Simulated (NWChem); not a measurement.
**SiNH2Cl (SMILES N[Si]Cl) at CCSD/6-31G(d) (spherical functions)**

Aim: the vertical ionisation energy of SiNH2Cl at CCSD/6-31G* (spherical functions), from 2 runs. 

Program for the calculation: NWChem 7.3.0.

## 1. The structure to begin with

SiNH2Cl: 5 atoms, total charge 0, spin state singlet. As SMILES, `N[Si]Cl`. Geometry: relaxed at PBE0-D4/def2-TZVP. This is one conformer, not always the lowest.

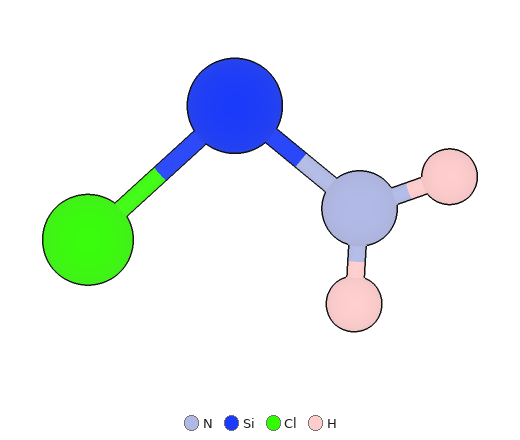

Viewed from a chosen angle; nitrogen light blue, silicon blue, chlorine green, hydrogen pink.

## 2. The energy at CCSD/6-31G(d) (spherical functions)

File test.nw:

```
start test
title "ClH2NSi energy"
memory stack 880 mb heap 220 mb global 1100 mb
geometry noautosym nocenter noautoz
   N     -0.148200     0.583400    -0.233900
   Si    -0.116200    -0.341800     1.192600
   Cl     0.649000    -2.124500     0.377300
   H     -0.473300     1.538600    -0.227400
   H      0.138600     0.270600    -1.150000
end
basis "ao basis" spherical bse
   N library 6-31G*
   Si library 6-31G*
   Cl library 6-31G*
   H library 6-31G*
end
scf
   singlet
   rhf
   thresh 1e-08
   maxiter 80
   noprint "final vectors analysis"
end
ccsd
   freeze core 11
   maxiter 60
end
task ccsd energy
```

The run is started by

```
nwchem test.nw > test.out
```

What it wrote:

```text
[...]
  functions       =    54
[...]
  wavefunction    = RHF
[...]
         Total SCF energy =   -804.060010671311
      One-electron energy =  -1373.682081338233
      Two-electron energy =    438.231742350808
 Nuclear repulsion energy =    131.390328316113
        Time for solution =      6.2s
[...]
 Total MP2 energy:           -804.422002076492163
[...]
             energy      energy      error      ampl     ampl      Block
                                                time     time      time
[...]
 Total CCSD energy:           -804.455309694385164
[...]
```

Wall time 25 s (1 thread of AMD EPYC 7R13 (Zen 3), shared host); peak memory 0.12 GiB.

## 3. The doublet cation

File job.nw:

```
start job
memory total 2200 mb
charge 1
geometry units angstroms noautosym nocenter noautoz
 N       -0.148200       0.583400      -0.233900
 Si      -0.116200      -0.341800       1.192600
 Cl       0.649000      -2.124500       0.377300
 H       -0.473300       1.538600      -0.227400
 H        0.138600       0.270600      -1.150000
end
basis spherical bse
 * library 6-31G*
end
scf
 doublet
 uhf
 thresh 1e-08
 maxiter 80
 print low
end
tce
 scf
 ccsd
 freeze core 11
 maxiter 60
end
task tce energy
```

The run is started by

```
nwchem job.nw > job.out
```

What it wrote:

```text
[...]
  functions       =    54
[...]
  wavefunction    = UHF
[...]
         Total SCF energy =   -803.741630445195
      One electron energy =  -1363.261117215643
      Two electron energy =    428.129158454335
 Nuclear repulsion energy =    131.390328316113
                       Sz =      0.5000
                 Sz(Sz+1) =      0.7500
                      S^2 =      0.7669
[...]
         Wavefunction type : Unrestricted Hartree-Fock
          No. of electrons :    39
[...]
         Spin multiplicity : doublet
[...]
 CCSD total energy / hartree       =      -804.118678963678576
[...]
```

Run time: 18 s. Hardware: 1 thread of AMD EPYC 7R13 (Zen 3), shared host; peak memory 0.24 GiB.

## 4. Results

Level: CCSD/6-31G* (spherical functions), 11 core orbitals frozen.

```
                                                     quantity          value
                                singlet SiNH2Cl: total energy  -804.45531 Eh
singlet SiNH2Cl: correlation energy (11 core orbitals frozen)     -395.3 mEh
                                 doublet cation: total energy  -804.11868 Eh
 doublet cation: correlation energy (11 core orbitals frozen)     -377.0 mEh
            doublet cation: ⟨S²⟩ of the reference determinant          0.767
           vertical ionisation energy (to the doublet cation)       9.160 eV
```

Removing an electron at fixed nuclei costs 9.16 eV (211 kcal/mol). Mulliken charges (singlet SiNH2Cl) run from -1.04 on N1 to +0.67 on Si2.
